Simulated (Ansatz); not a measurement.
**BNH₆S: molecular dynamics (part 1 of 2)**

- system: BNH₆S
- method: RKS CAM-B3LYP-D4/def2-SVP (Ansatz 0.2.0)

Figures and captions count atoms from 1; the log counts them from 0 in places.

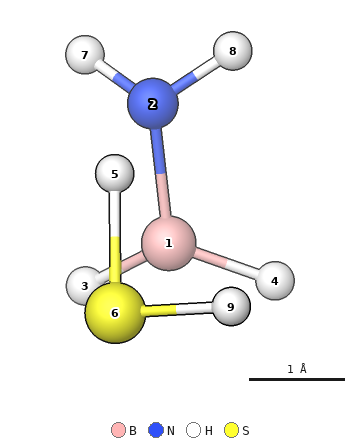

Figure 1. The input geometry (ball-and-stick view, seen at an oblique angle; atoms are numbered from 1 in the order of the input). Bond lengths as drawn: B–H 1.20 Å, B–N 1.53 Å, H–N 1.01 Å and H–S 1.34 to 1.50 Å.

## Summary

| quantity | value |
| --- | --- |
| outcome | finished |
| mean temperature over the second half | 777 K |
| trajectory | 40 steps, 20 fs |
| ensemble | nve |
| temperature in the input | 1000 K |
| time step | 0.5 fs |
| potential energy (last step) | −13093.5521 eV |
| mean-field energy (last step) | −13093.4371 eV |
| dispersion energy (last step) | −0.1150 eV |
| SCF solution under orbital rotations (last step) | stable |
| largest force (length of the vector) (last step) | 3.148 eV/Å |
| dipole moment (last step) | 6.19 D |
| hardware | 2 threads of Arm Neoverse V1, 23 GiB of memory available, shared host |
| wall time | 60 s (CPU time 1.9 min) |
| peak memory | 0.37 GiB |

## Notes

So short a trajectory is not equilibrated.

## Input file
```yaml
crystal:
  periodic: [false, false, false]
  atoms:
    - {symbol: B, position_ang: [0.070692, -0.573047, -0.550021]}
    - {symbol: N, position_ang: [0.973642, 0.409805, 0.191092]}
    - {symbol: H, position_ang: [0.073899, -0.459007, -1.743416]}
    - {symbol: H, position_ang: [-0.041590, -1.669809, -0.079528]}
    - {symbol: H, position_ang: [-0.414674, 0.977356, 0.389556]}
    - {symbol: S, position_ang: [-1.761224, 0.454706, -0.022070]}
    - {symbol: H, position_ang: [1.624109, 0.939693, -0.370535]}
    - {symbol: H, position_ang: [1.432280, 0.071440, 1.024517]}
    - {symbol: H, position_ang: [-1.957134, -0.151237, 1.160405]}
basis:
  gaussian: {orbitals: def2-SVP}
hamiltonian: {xc: {name: CAM-B3LYP}, dispersion: d4}
md: {n_steps: 40, timestep: 0.5, temperature: 1000, ensemble: nve, seed: 796, initial_velocities: maxwell_boltzmann}
```

Launch command:
```bash
ansatz run in.yaml --threads 2 --pin off --events-out ev --progress --plain --max-ram 4352MiB
```

## The program's output
```
Functional definition: CAM-B3LYP
  name "CAM-B3LYP"
  cite "Yanai, Tew & Handy, Chem. Phys. Lett. 393, 51 (2004) doi:10.1016/j.cplett.2004.06.011"
  cite "Iikura, Tsuneda, Yanai & Hirao, J. Chem. Phys. 115, 3540 (2001) doi:10.1063/1.1383587"
  cite "Becke, Phys. Rev. A 38, 3098 (1988) doi:10.1103/PhysRevA.38.3098"
  cite "Lee, Yang & Parr, Phys. Rev. B 37, 785 (1988) doi:10.1103/PhysRevB.37.785"
  cite "Vosko, Wilk & Nusair, Can. J. Phys. 58, 1200 (1980) doi:10.1139/p80-159"
  parameter alpha = 0.19
  parameter beta = 0.46
  parameter omega = 0.33/bohr
  parameter ac = 0.81
  # Exact exchange under (alpha + beta erf(omega r))/r, Becke's under what is left of 1/r.
  exchange = (1 - alpha - beta)*b88_x + beta*b88_x_sr(omega) + alpha*exact_x + beta*exact_x_lr(omega)
  correlation = (1 - ac)*vwn5_c + ac*lyp_c
830 factors; integrals over basis functions are off by at most 3.8e-4 eV
274 factors; integrals over basis functions are off by at most 9.9e-7 eV
mean field evaluation 1: about -13089.1749 eV, gradient 4.3e1 eV
mean field evaluation 2: about -13087.8376 eV, gradient 5.0e1 eV
mean field evaluation 4: about -13093.1560 eV, gradient 1.1e0 eV
mean field evaluation 8: about -13093.1828 eV, gradient 2.3e-2 eV
mean field -13093.18278741 eV, -481.1655925593 hartree, gradient 5.2e-5 eV, S^2 0.000000; 0 other end points of the search recorded, 0 dependent functions left out
the calculation of the forces begins
reference -13093.18289707 eV, -481.1655965893 hartree; 17, 17 occupied and 59, 59 virtual orbitals, 830 factors
md step     0: t =     0.00 fs  T =  1000.0 K  F+E_penalty+E_count = -13093.30199115 eV  E_kin = 0.904820 eV  conserved = -13092.39717116 eV  (25 SCF iters)
these checks for a lower state are left out or cut short: starts, cluster_reference, orbital_swaps, neighbouring_geometries, increment
830 factors; integrals over basis functions are off by at most 3.9e-4 eV
274 factors; integrals over basis functions are off by at most 9.8e-7 eV
mean field evaluation 16: about -13093.1330 eV, gradient 1.8e0 eV
mean field -13093.16536811 eV, -481.1649524117 hartree, gradient 1.4e-5 eV, S^2 0.000000; 0 other end points of the search recorded, 0 dependent functions left out
the calculation of the forces begins
reference -13093.16547782 eV, -481.1649564435 hartree; 17, 17 occupied and 59, 59 virtual orbitals, 830 factors
md step     1: t =     0.50 fs  T =   981.2 K  F+E_penalty+E_count = -13093.28449983 eV  E_kin = 0.887838 eV  conserved = -13092.39666223 eV  (31 SCF iters, 3 dispersion substeps)
[... from here on the SCF iterations and repeated set-up lines of each step are left out, up to the last step ...]
md step     2: t =     1.00 fs  T =   930.0 K  F+E_penalty+E_count = -13093.23707586 eV  E_kin = 0.841501 eV  conserved = -13092.39557530 eV  (30 SCF iters, 3 dispersion substeps)
md step     3: t =     1.50 fs  T =   863.7 K  F+E_penalty+E_count = -13093.17593448 eV  E_kin = 0.781489 eV  conserved = -13092.39444512 eV  (30 SCF iters, 3 dispersion substeps)
md step     4: t =     2.00 fs  T =   800.4 K  F+E_penalty+E_count = -13093.11804021 eV  E_kin = 0.724216 eV  conserved = -13092.39382402 eV  (31 SCF iters, 3 dispersion substeps)
md step     5: t =     2.50 fs  T =   750.6 K  F+E_penalty+E_count = -13093.07298523 eV  E_kin = 0.679126 eV  conserved = -13092.39385938 eV  (31 SCF iters, 3 dispersion substeps)
md step     6: t =     3.00 fs  T =   714.4 K  F+E_penalty+E_count = -13093.04067233 eV  E_kin = 0.646435 eV  conserved = -13092.39423780 eV  (31 SCF iters, 3 dispersion substeps)
md step     7: t =     3.50 fs  T =   686.5 K  F+E_penalty+E_count = -13093.01565632 eV  E_kin = 0.621120 eV  conserved = -13092.39453634 eV  (31 SCF iters, 3 dispersion substeps)
md step     8: t =     4.00 fs  T =   661.8 K  F+E_penalty+E_count = -13092.99334087 eV  E_kin = 0.598797 eV  conserved = -13092.39454411 eV  (31 SCF iters, 3 dispersion substeps)
md step     9: t =     4.50 fs  T =   640.0 K  F+E_penalty+E_count = -13092.97334189 eV  E_kin = 0.579048 eV  conserved = -13092.39429408 eV  (31 SCF iters, 3 dispersion substeps)
md step    10: t =     5.00 fs  T =   624.8 K  F+E_penalty+E_count = -13092.95924781 eV  E_kin = 0.565316 eV  conserved = -13092.39393191 eV  (31 SCF iters, 3 dispersion substeps)
md step    11: t =     5.50 fs  T =   622.1 K  F+E_penalty+E_count = -13092.95652265 eV  E_kin = 0.562916 eV  conserved = -13092.39360684 eV  (30 SCF iters, 3 dispersion substeps)
md step    12: t =     6.00 fs  T =   637.4 K  F+E_penalty+E_count = -13092.97018843 eV  E_kin = 0.576749 eV  conserved = -13092.39343958 eV  (30 SCF iters, 3 dispersion substeps)
md step    13: t =     6.50 fs  T =   673.5 K  F+E_penalty+E_count = -13093.00291744 eV  E_kin = 0.609397 eV  conserved = -13092.39352090 eV  (30 SCF iters, 3 dispersion substeps)
md step    14: t =     7.00 fs  T =   729.1 K  F+E_penalty+E_count = -13093.05365009 eV  E_kin = 0.659742 eV  conserved = -13092.39390815 eV  (30 SCF iters, 3 dispersion substeps)
md step    15: t =     7.50 fs  T =   798.2 K  F+E_penalty+E_count = -13093.11686152 eV  E_kin = 0.722250 eV  conserved = -13092.39461111 eV  (30 SCF iters, 3 dispersion substeps)
md step    16: t =     8.00 fs  T =   869.9 K  F+E_penalty+E_count = -13093.18267935 eV  E_kin = 0.787083 eV  conserved = -13092.39559674 eV  (26 SCF iters, 3 dispersion substeps)
md step    17: t =     8.50 fs  T =   929.4 K  F+E_penalty+E_count = -13093.23778927 eV  E_kin = 0.840968 eV  conserved = -13092.39682087 eV  (30 SCF iters, 3 dispersion substeps)
md step    18: t =     9.00 fs  T =   959.8 K  F+E_penalty+E_count = -13093.26666242 eV  E_kin = 0.868415 eV  conserved = -13092.39824705 eV  (30 SCF iters, 3 dispersion substeps)
md step    19: t =     9.50 fs  T =   943.0 K  F+E_penalty+E_count = -13093.25292162 eV  E_kin = 0.853219 eV  conserved = -13092.39970281 eV  (30 SCF iters, 3 dispersion substeps)
md step    20: t =    10.00 fs  T =   864.9 K  F+E_penalty+E_count = -13093.18302269 eV  E_kin = 0.782595 eV  conserved = -13092.40042792 eV  (30 SCF iters, 3 dispersion substeps)
md step    21: t =    10.50 fs  T =   728.9 K  F+E_penalty+E_count = -13093.05827875 eV  E_kin = 0.659544 eV  conserved = -13092.39873474 eV  (30 SCF iters, 3 dispersion substeps)
md step    22: t =    11.00 fs  T =   579.0 K  F+E_penalty+E_count = -13092.91745056 eV  E_kin = 0.523870 eV  conserved = -13092.39358071 eV  (30 SCF iters, 3 dispersion substeps)
md step    23: t =    11.50 fs  T =   504.1 K  F+E_penalty+E_count = -13092.84456814 eV  E_kin = 0.456139 eV  conserved = -13092.38842959 eV  (30 SCF iters, 3 dispersion substeps)
md step    24: t =    12.00 fs  T =   579.6 K  F+E_penalty+E_count = -13092.91420343 eV  E_kin = 0.524393 eV  conserved = -13092.38981033 eV  (30 SCF iters, 3 dispersion substeps)
md step    25: t =    12.50 fs  T =   781.2 K  F+E_penalty+E_count = -13093.10422865 eV  E_kin = 0.706827 eV  conserved = -13092.39740139 eV  (30 SCF iters, 3 dispersion substeps)
md step    26: t =    13.00 fs  T =   992.9 K  F+E_penalty+E_count = -13093.30211603 eV  E_kin = 0.898377 eV  conserved = -13092.40373934 eV  (30 SCF iters, 3 dispersion substeps)
md step    27: t =    13.50 fs  T =  1107.3 K  F+E_penalty+E_count = -13093.40664606 eV  E_kin = 1.001863 eV  conserved = -13092.40478350 eV  (30 SCF iters, 3 dispersion substeps)
md step    28: t =    14.00 fs  T =  1092.2 K  F+E_penalty+E_count = -13093.39041759 eV  E_kin = 0.988281 eV  conserved = -13092.40213670 eV  (30 SCF iters, 3 dispersion substeps)
md step    29: t =    14.50 fs  T =   978.3 K  F+E_penalty+E_count = -13093.28373755 eV  E_kin = 0.885184 eV  conserved = -13092.39855320 eV  (30 SCF iters, 3 dispersion substeps)
md step    30: t =    15.00 fs  T =   818.2 K  F+E_penalty+E_count = -13093.13583907 eV  E_kin = 0.740282 eV  conserved = -13092.39555756 eV  (30 SCF iters, 3 dispersion substeps)
md step    31: t =    15.50 fs  T =   659.8 K  F+E_penalty+E_count = -13092.99053799 eV  E_kin = 0.596968 eV  conserved = -13092.39356986 eV  (30 SCF iters, 3 dispersion substeps)
md step    32: t =    16.00 fs  T =   536.6 K  F+E_penalty+E_count = -13092.87801975 eV  E_kin = 0.485508 eV  conserved = -13092.39251221 eV  (30 SCF iters, 3 dispersion substeps)
md step    33: t =    16.50 fs  T =   467.1 K  F+E_penalty+E_count = -13092.81481629 eV  E_kin = 0.422650 eV  conserved = -13092.39216663 eV  (31 SCF iters, 3 dispersion substeps)
md step    34: t =    17.00 fs  T =   457.8 K  F+E_penalty+E_count = -13092.80656649 eV  E_kin = 0.414260 eV  conserved = -13092.39230631 eV  (26 SCF iters, 3 dispersion substeps)
md step    35: t =    17.50 fs  T =   506.8 K  F+E_penalty+E_count = -13092.85132749 eV  E_kin = 0.458592 eV  conserved = -13092.39273534 eV  (31 SCF iters, 3 dispersion substeps)
md step    36: t =    18.00 fs  T =   607.1 K  F+E_penalty+E_count = -13092.94262284 eV  E_kin = 0.549310 eV  conserved = -13092.39331306 eV  (31 SCF iters, 3 dispersion substeps)
md step    37: t =    18.50 fs  T =   749.0 K  F+E_penalty+E_count = -13093.07168262 eV  E_kin = 0.677676 eV  conserved = -13092.39400640 eV  (30 SCF iters, 3 dispersion substeps)
md step    38: t =    19.00 fs  T =   920.6 K  F+E_penalty+E_count = -13093.22799601 eV  E_kin = 0.833000 eV  conserved = -13092.39499637 eV  (30 SCF iters, 3 dispersion substeps)
md step    39: t =    19.50 fs  T =  1105.1 K  F+E_penalty+E_count = -13093.39671131 eV  E_kin = 0.999941 eV  conserved = -13092.39677059 eV  (30 SCF iters, 3 dispersion substeps)
these checks for a lower state are left out or cut short: starts, cluster_reference, orbital_swaps, neighbouring_geometries, increment
830 factors; integrals over basis functions are off by at most 5.1e-4 eV
274 factors; integrals over basis functions are off by at most 1.1e-6 eV
mean field -13093.43699218 eV, -481.1749344122 hartree, gradient 1.4e-5 eV, S^2 0.000000; 0 other end points of the search recorded, 0 dependent functions left out
the calculation of the forces begins
reference -13093.43710188 eV, -481.1749384438 hartree; 17, 17 occupied and 59, 59 virtual orbitals, 830 factors
830 factors; integrals over basis functions are off by at most 5.1e-4 eV
274 factors; integrals over basis functions are off by at most 1.1e-6 eV
mean field -13093.43699218 eV, -481.1749344122 hartree, gradient 1.4e-5 eV, S^2 0.000000; 1 other end points of the search recorded, 0 dependent functions left out
the calculation of the forces begins
reference -13093.43710188 eV, -481.1749384438 hartree; 17, 17 occupied and 59, 59 virtual orbitals, 830 factors
md step    40: t =    20.00 fs  T =  1273.2 K  F+E_penalty+E_count = -13093.55195952 eV  E_kin = 1.152018 eV  conserved = -13092.39994134 eV  (26 SCF iters, 3 dispersion substeps)
```

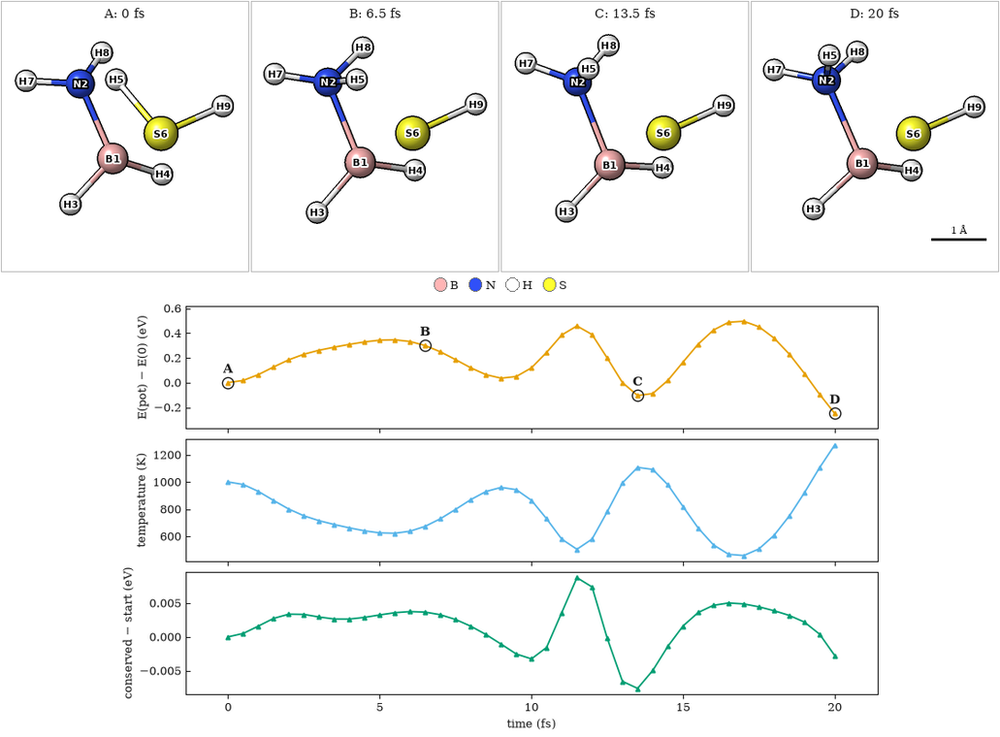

Figure 2. Frames of the molecular dynamics (ball-and-stick, seen at a tilt) above the curves, on which the letters mark them. The trajectory kept here has 41 frames over 20 fs. The temperature starts at 1000 K, ranges from 458 to 1273 K and averages 777 K over the second half. The potential energy ends 0.250 eV below its first value. The conserved quantity stays within 0.016 eV. After an unweighted best fit of the last frame on the first, the root-mean-square displacement is 0.31 Å, and H5 has moved furthest (0.72 Å).

```
Total energy: -13093.55206923 eV, -481.1791634158 hartree
Atom 0 at     0.065312    -0.642102    -0.624764 Å, force    -0.777841     1.195787     0.754954 eV/Å
Atom 1 at     1.074527     0.449894     0.205437 Å, force    -0.637383     2.637457    -1.595298 eV/Å
Atom 2 at     0.356197    -0.639102    -1.828979 Å, force    -0.472950     0.166721     0.691875 eV/Å
Atom 3 at     0.091405    -1.706520    -0.004849 Å, force    -0.030212     0.489224    -0.332460 eV/Å
Atom 4 at     0.436149     1.314756     0.403681 Å, force     1.019097    -1.853419    -0.388750 eV/Å
Atom 5 at    -1.852622     0.462816    -0.012270 Å, force     1.842033    -1.634194    -0.003364 eV/Å
Atom 6 at     1.988205     0.831819    -0.159292 Å, force    -1.131159    -0.686704    -0.203229 eV/Å
Atom 7 at     1.322211     0.076631     1.079941 Å, force     0.204882    -0.814166     1.874656 eV/Å
Atom 8 at    -1.914482    -0.243600     1.181026 Å, force    -0.016467     0.499295    -0.798383 eV/Å
Dipole moment:     1.133227     0.343573     0.508635 e Å
```

## Trajectory as extended XYZ (Å, eV, eV/Å), 22 of the 41 frames kept, from step=0 to step=40
```
9
Properties=species:S:1:pos:R:3:forces:R:3 step=0 time_fs=0.0 energy=-13093.30199 temperature=1000.0
B     0.0707   -0.5730   -0.5500    0.1258   0.0819   0.0363
N     0.9736    0.4098    0.1911   -0.3591  -0.0658  -0.0605
H     0.0739   -0.4590   -1.7434    0.0282   0.0039  -0.2214
H    -0.0416   -1.6698   -0.0795    0.0019  -0.1999   0.0894
H    -0.4147    0.9774    0.3896   -0.0744   0.0819  -0.0005
S    -1.7612    0.4547   -0.0221   -0.0316   0.1436  -0.0531
H     1.6241    0.9397   -0.3705    0.2144   0.1578  -0.1875
H     1.4323    0.0714    1.0245    0.1615  -0.1232   0.2531
H    -1.9571   -0.1512    1.1604   -0.0668  -0.0804   0.1442
9
Properties=species:S:1:pos:R:3:forces:R:3 step=2 time_fs=1.0 energy=-13093.23708 temperature=930.0
B     0.0728   -0.5747   -0.5636    0.1287  -0.6017   0.4502
N     0.9876    0.4107    0.1959   -1.2920   0.6329  -1.9152
H     0.1036   -0.4957   -1.7732   -0.0292   0.0516   0.1472
H    -0.0460   -1.6969   -0.0455    0.1013   0.6223  -0.3326
H    -0.3824    0.9766    0.3800    0.0016  -0.0498  -0.0231
S    -1.7682    0.4553   -0.0192    0.3147   0.4498  -0.6697
H     1.6332    0.9635   -0.3728   -0.0506  -0.2211   0.3044
H     1.3811    0.0818    1.0321    0.9231  -0.5186   1.4105
H    -1.9660   -0.1341    1.1490   -0.0977  -0.3655   0.6282
```
